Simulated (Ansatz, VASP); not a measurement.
# SnTe: VASP beside Ansatz, part 2 of 2

Wanted: the spread between two codes on one cell, functional and k mesh. The cell is taken from a series of VASP runs on this material, whose earlier steps may have relaxed, scaled or displaced it; both programs get it as it stands. Other levels of theory on this material are compared in a session of their own. Valence electrons are named where the data sets of a main pair hold unlike numbers.

VASP 6.6.1 and Ansatz 0.2.0.

So far. Step 2 (VASP: band structure, PBE): The run ends at a pressure of 1.56 GPa.

## (5) VASP: band structure, r2SCAN

Level of this step: r2SCAN; plane waves and PAW (Te, Sn_d) (VASP).

The same path points are solved in both programs, so levels can be compared one by one.

Contents of INCAR:

```
SYSTEM = SnTe
PREC = Accurate
ENCUT = 350
EDIFF = 1E-06
NELM = 100
ISMEAR = 0
SIGMA = 0.03
LREAL = .FALSE.
ALGO = Normal
METAGGA = R2SCAN
LASPH = .TRUE.
NBANDS = 22
LORBIT = 11
LWAVE = .FALSE.
LCHARG = .FALSE.
KPAR = 4
```

Contents of POSCAR:

```
SnTe
1.0
    0.0000000000      3.1600000000      3.1600000000
    3.1600000000      0.0000000000      3.1600000000
    3.1600000000      3.1600000000      0.0000000000
Te Sn
1 1
Direct
    0.5000000000      0.5000000000      0.5000000000
    0.0000000000      0.0000000000      0.0000000000
```

Contents of KPOINTS:

```
Automatic mesh
0
Gamma
6 6 6
0 0 0
```

Contents of KPOINTS_OPT:

```
Line mode
10
Line-mode
Reciprocal
  0.00000000   0.00000000   0.00000000 GAMMA
  0.50000000   0.00000000   0.50000000 X

  0.50000000   0.00000000   0.50000000 X
  0.50000000   0.25000000   0.75000000 W

  0.50000000   0.25000000   0.75000000 W
  0.37500000   0.37500000   0.75000000 K

  0.37500000   0.37500000   0.75000000 K
  0.00000000   0.00000000   0.00000000 GAMMA

  0.00000000   0.00000000   0.00000000 GAMMA
  0.50000000   0.50000000   0.50000000 L

  0.50000000   0.50000000   0.50000000 L
  0.62500000   0.25000000   0.62500000 U

  0.62500000   0.25000000   0.62500000 U
  0.50000000   0.25000000   0.75000000 W

  0.50000000   0.25000000   0.75000000 W
  0.50000000   0.50000000   0.50000000 L

  0.50000000   0.50000000   0.50000000 L
  0.37500000   0.37500000   0.75000000 K

  0.62500000   0.25000000   0.62500000 U
  0.50000000   0.00000000   0.50000000 X
```

Potentials, in the order of the species: Te and Sn_d (PBE family, release 64).

Started as:

```bash
$ mpirun -np 4 vasp_std
```

Numbers of over 12 decimals in the logs are rounded to 6 here.

What it wrote:

```text
[banner, memory and clock lines left out]
running    4 mpi-ranks, on    1 nodes
[...]
|                                                                             |
|               ----> ADVICE to this user running VASP <----                  |
|                                                                             |
|     You enforced a specific xc type in the INCAR file but a different       |
|     [... a line on the potential file left out ...]
|     I HOPE YOU KNOW WHAT YOU ARE DOING!                                     |
|                                                                             |

 LDA part: xc-table for (None), standard interpolation
 POSCAR, INCAR and KPOINTS ok, starting setup
[...]
entering main loop
       N       E                     dE             d eps       ncg     rms          rms(c)
DAV:   1     0.883294890967E+02    0.88329E+02   -0.74792E+03   746   0.844E+02
DAV:   2    -0.394384427492E+02   -0.12777E+03   -0.12188E+03   754   0.289E+02
[...]
DAV:  11    -0.506711150212E+02   -0.28152E-04   -0.43644E-05   836   0.382E-02    0.286E-02
DAV:  12    -0.506711152843E+02   -0.26307E-06   -0.43792E-06   890   0.247E-02
   1 F= -.50671115E+02 E0= -.50670989E+02  d E =-.252917E-03
 Start KPOINTS_OPT (optional k-point list driver)
k-point batch [1-16\100]
       N       E                     dE             ncg
DAV:   1    -0.990581675704E+02   -0.61298E+04      736
DAV:   2    -0.216529678045E+04   -0.20662E+04      742
DAV:   3    -0.238377176330E+04   -0.21847E+03      816
DAV:   4    -0.239034601694E+04   -0.65743E+01      878
DAV:   5    -0.239057266583E+04   -0.22665E+00      968
DAV:   6    -0.239057578124E+04   -0.31154E-02      950
DAV:   7    -0.239057582928E+04   -0.48042E-04     1002
DAV:   8    -0.239057582966E+04   -0.37753E-06      758
[...]
k-point batch [97-100\100]
       N       E                     dE             ncg
DAV:   1     0.627667287229E+04   -0.22130E+04      176
DAV:   2     0.574174941033E+04   -0.53492E+03      196
DAV:   3     0.568691058869E+04   -0.54839E+02      208
DAV:   4     0.568543555034E+04   -0.14750E+01      248
DAV:   5     0.568539179480E+04   -0.43756E-01      212
DAV:   6     0.568539060733E+04   -0.11875E-02      256
DAV:   7     0.568539052890E+04   -0.78431E-04      220
DAV:   8     0.568539052858E+04   -0.32181E-06      240
```

Parts of OUTCAR (step 5):

```text
  Total        0.4467165      0.4467165      0.4467165      0.0000000     -0.0000000      0.0000000
  in kB       11.3409986     11.3409986     11.3409986      0.0000000     -0.0000000      0.0000000
  external PRESSURE =      11.3409986 kB  Pullay stress =       0.0000000 kB

 POSITION                                       TOTAL-FORCE (eV/Angst)
 -----------------------------------------------------------------------------------
      3.16000      3.16000      3.16000        -0.000000     -0.000000     -0.000000
      0.00000      0.00000      0.00000         0.000000      0.000000      0.000000
 -----------------------------------------------------------------------------------
    total drift:                               -0.000000      0.000000      0.000000

  FREE ENERGIE OF THE ION-ELECTRON SYSTEM (eV)
  ---------------------------------------------------
  free  energy   TOTEN  =       -50.6711152843 eV

  energy  without entropy=      -50.6708623671  energy(sigma->0) =      -50.67098883

[... 2 parts as in an earlier step ...]

[... 1 further part left out ...]
[key lines of the parts left out:]
E-fermi :   7.0029
```

The run ends at a pressure of 1.13 GPa.

## (6) Ansatz: band structure, r2SCAN

The same cell, functional, mesh and smearing now go to Ansatz, which takes its cutoff from its data sets.

The cell is taken from a series of VASP runs on this material, whose earlier steps may have relaxed, scaled or displaced it; both programs get it as it stands.

Contents of input.yaml:

```yaml
crystal:
  lattice:
    - [0.0, 3.16, 3.16]
    - [3.16, 0.0, 3.16]
    - [3.16, 3.16, 0.0]
  atoms:
    - { symbol: Te, position: [0.5, 0.5, 0.5] }
    - { symbol: Sn, position: [0.0, 0.0, 0.0] }
hamiltonian:
  xc: r2scan
  pseudopotentials: { kind: paw }
kpoints:
  mp_grid: { grid: [6, 6, 6] }
  band_path:
    path:
      - [0.0, 0.0, 0.0]
      - [0.16667, 0.0, 0.16667]
      - [0.33333, 0.0, 0.33333]
      - [0.5, 0.0, 0.5]
      - [0.5, 0.08333, 0.58333]
      - [0.5, 0.19444, 0.69444]
      - [0.5, 0.25, 0.75]
      - [0.45833, 0.29167, 0.75]
      - [0.40278, 0.34722, 0.75]
      - [0.375, 0.375, 0.75]
      - [0.20833, 0.20833, 0.41667]
      - [0.08333, 0.08333, 0.16667]
      - [0.0, 0.0, 0.0]
      - [0.22222, 0.22222, 0.22222]
      - [0.38889, 0.38889, 0.38889]
      - [0.5, 0.5, 0.5]
      - [0.51389, 0.47222, 0.51389]
      - [0.55556, 0.38889, 0.55556]
      - [0.61111, 0.27778, 0.61111]
      - [0.61111, 0.25, 0.63889]
      - [0.56944, 0.25, 0.68056]
      - [0.51389, 0.25, 0.73611]
      - [0.5, 0.27778, 0.72222]
      - [0.5, 0.38889, 0.61111]
      - [0.5, 0.47222, 0.52778]
      - [0.48611, 0.48611, 0.52778]
      - [0.43056, 0.43056, 0.63889]
      - [0.38889, 0.38889, 0.72222]
      - [0.59722, 0.19444, 0.59722]
      - [0.55556, 0.11111, 0.55556]
      - [0.5, 0.0, 0.5]
    npoints: 1
scf:
  occupations: { method: gaussian, width: 0.03 }
  n_extra_bands: 7
output:
  forces: true
  stress: true
  eigenvalues: true
```

Started as:

```bash
$ ansatz run input.yaml --threads 2 --pin off --max-ram 4608MiB --backend cpu --events-out ev --progress --plain --runs-dir out
```

What it wrote:

```text
[...]
Crystal: 2 atoms, lattice volume = 63.109 Å³
Basis set: ecut = 500 eV, 1639 PW (Γ), exchange–correlation on 144×144×144 points (64 copies of the dense FFT grid, shifted against one another)
Bands: 22, of which v1, the nominal top of the filled ones, is band 15 counted from 1 (14 counted from 0)
Symmetry: 48 space group operations
[...]
k-points: 16 of 216
[...]
k-point 0: bands = [... 11 lower, 4.8439, 7.1514, 7.1514, 7.1514, 13.0294, 13.0294, 13.0294, 14.6151, ... 3 higher]
  k-point 1: bands = [... 11 lower, 3.5671, 7.2022, 7.2022, 8.0606, 11.9267, 11.9267, 12.0517, 14.6229, ... 3 higher]
  k-point 2: bands = [... 11 lower, 1.7622, 7.3727, 7.3727, 8.9856, 10.5145, 10.5145, 10.6963, 15.7813, ... 3 higher]
  k-point 15: bands = [... 11 lower, 2.0664, 4.0515, 4.9354, 7.4980, 11.7454, 13.2581, 15.1822, 15.4370, ... 3 higher]
[key lines of the parts left out:]
SCF converged after 6 iterations
Free energy (F): -13033.974908 eV
Fermi energy:    9.709170 eV
P = ⅓ Tr σ = 1.3093 GPa (13.093 kbar)
```

Wall time 3.7 s (2 threads of Arm Neoverse V1, shared host); peak memory 0.52 GiB; 7.1 s of CPU time.

## (7) Differences

What differs besides the data sets and the points named for the pairs above, as far as they apply: VASP keeps PBE cores, Ansatz makes them for the functional; the data sets hold 30 valence electrons in Ansatz (on its default PAW (the set named soft_2) files) and 20 in VASP; the cutoff is 500 eV in Ansatz and 350 eV in VASP. Total energies have different zeros and are not compared.

Both answers:

```
                     quantity  Ansatz   VASP  difference
               pressure (GPa)    1.31   1.13       +0.18
gap over the path points (eV)   0.060  0.057      +0.003
```

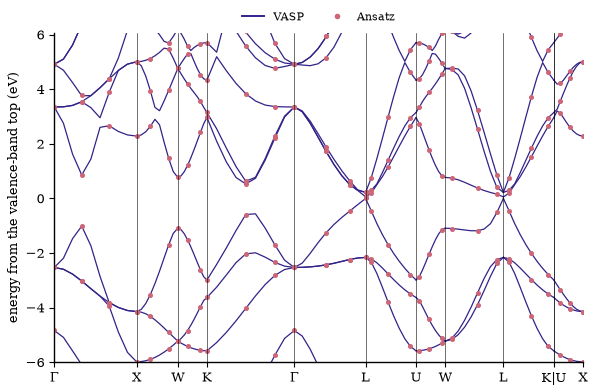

Bands from VASP (lines) and levels from Ansatz (dots). Dots without a line are higher empty bands that the VASP plot leaves out.

Levels at points of the path, from each program's valence-band top (eV; 4 filled, then empty):

```
k (reciprocal lattice)                                  Ansatz                                    VASP
     0.000 0.000 0.000  -4.83 -2.53 -2.53 -2.53 3.35 3.35 3.35  -4.84 -2.53 -2.53 -2.53 3.35 3.35 3.35
     0.167 0.000 0.167  -6.09 -3.02 -3.02 -1.01 0.86 3.54 3.54  -6.09 -3.02 -3.02 -1.01 0.86 3.54 3.54
     0.333 0.000 0.333  -7.03 -3.94 -3.81 -3.81 2.67 3.89 4.38  -7.03 -3.94 -3.81 -3.81 2.67 3.89 4.38
     0.500 0.000 0.500  -6.82 -5.98 -4.14 -4.14 2.29 5.00 5.00  -6.83 -5.98 -4.14 -4.14 2.29 5.01 5.01
     0.500 0.083 0.583  -7.14 -5.89 -4.32 -3.52 2.65 3.95 5.12  -7.15 -5.89 -4.32 -3.52 2.64 3.95 5.13
     0.500 0.194 0.694  -7.72 -5.51 -4.91 -1.70 1.47 3.97 5.47  -7.72 -5.51 -4.91 -1.70 1.47 3.96 5.47
     0.500 0.250 0.750  -7.80 -5.22 -5.22 -1.09 0.78 4.77 4.77  -7.81 -5.22 -5.22 -1.09 0.77 4.76 4.76
     0.458 0.292 0.750  -7.82 -5.42 -4.84 -1.51 1.21 4.21 5.29  -7.82 -5.42 -4.84 -1.51 1.21 4.20 5.29
     0.403 0.347 0.750  -7.85 -5.56 -3.96 -2.62 2.42 3.56 4.54  -7.86 -5.56 -3.96 -2.62 2.42 3.55 4.53
     0.375 0.375 0.750  -7.86 -5.58 -3.63 -2.98 2.97 3.15 4.34  -7.87 -5.58 -3.63 -2.99 2.96 3.15 4.33
```

Among the levels compared at these points, filled levels agree within 8 meV and empty ones within 8 meV.

## (8) Results

```json
{"largest difference of a filled level at the path points (band structure, PBE)": "3.4 meV", "largest difference of a filled level at the path points (band structure, r2SCAN)": "7.9 meV"}
```

What this shows: The largest difference of a filled level at the path points is 7.9 meV (band structure, r2SCAN), within the 80 meV picked in this series as the mark of a large difference. The data sets hold unlike numbers of valence electrons (30 in Ansatz and 20 in VASP), so part of the differences comes from the potentials. 4 further runs of this series are not shown here. How closely two codes agree says nothing of how well the functional describes the real material.

[Lines on the potential files, build, host, timing and source positions are cut from VASP's logs without a mark.]

[Logs are printed without paths, hosts, clocks, repeated set-up lines and the standing remarks that a program may print on its own settings, such as how far it seeks lower states.]

[Hosts, paths, dates, database ids (printed as entryN), source tags and the programs' standing remarks are cut or masked in the printed files.]
